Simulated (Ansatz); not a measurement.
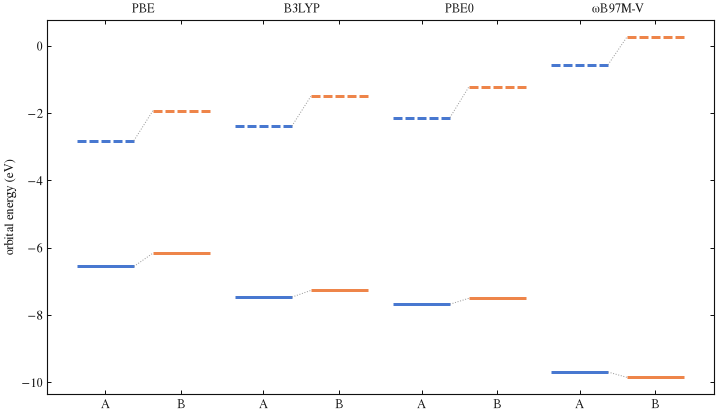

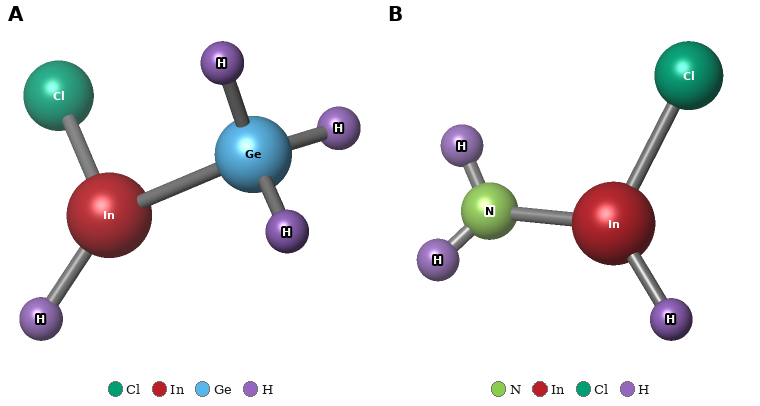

One change: A, InGeH₄Cl (SMILES [Cl][InH][GeH3]), becomes B, InNH₃Cl (SMILES [NH2][InH][Cl]). GeH₃ on In is replaced by NH₂. HOMO (solid) and LUMO (dashed) computed in def2-TZVPP at PBE0-D4/def2-TZVP geometries, both minima by their frequencies, gas phase, the Ansatz code. Empty levels above zero depend strongly on the basis.

**What does the change do to HOMO and LUMO?**

PBE: the HOMO rises by 0.39 eV, the LUMO rises by 0.89 eV, and the separation goes from 3.74 to 4.23 eV. B3LYP: the HOMO rises by 0.20 eV, the LUMO rises by 0.89 eV, and the separation goes from 5.08 to 5.77 eV. PBE0: the HOMO rises by 0.18 eV, the LUMO rises by 0.92 eV, and the separation goes from 5.55 to 6.29 eV. ωB97M-V: the HOMO falls by 0.16 eV, the LUMO rises by 0.83 eV, and the separation goes from 9.13 to 10.12 eV.

**Do the functionals agree on the effect?**

Not on every direction; the HOMO shift lies between −0.16 and 0.39 eV and the LUMO shift between 0.83 and 0.92 eV, while the separations themselves differ by up to 5.9 eV between functionals.

Note: core potentials past krypton; spin-orbit coupling is left out, and with In it can shift these values.
